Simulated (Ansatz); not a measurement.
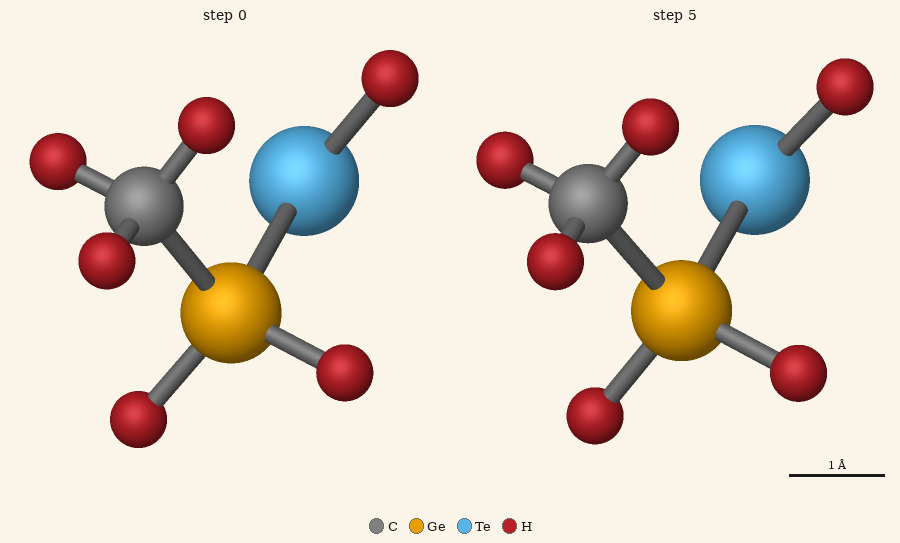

The structure of CH₆GeTe (coarse preliminary run) before (left) and after (right) a relaxation, at one scale.

The picture is a ball-and-stick view, seen from a free direction.

The start comes from a force field.

Level of theory: RKS PBE-D4/def2-SVP (Ansatz). (force threshold 0.03 eV/Å; at most 200 steps)

Question: What changed between the two?

Answer: After 5 geometry steps the energy has fallen by 0.173 eV. The largest force component goes from 1.9 to 0.007 eV/Å. An H atom moves most after the best rigid fit: 0.14 Å. By element the largest moves are H 0.14 Å, C 0.11 Å, Te 0.07 Å, Ge 0.02 Å. Some distances before and after: C–Ge 1.880 → 1.967 Å, Ge–Te 2.539 → 2.593 Å, Ge–H 1.508 → 1.555 Å, H–Te 1.727 → 1.683 Å. Among the angles between lasting bonds that change: H–C–H 103.9° → 109.3°, Te–Ge–H 109.2° → 104.3°, Ge–C–H 113.5° → 109.9°.
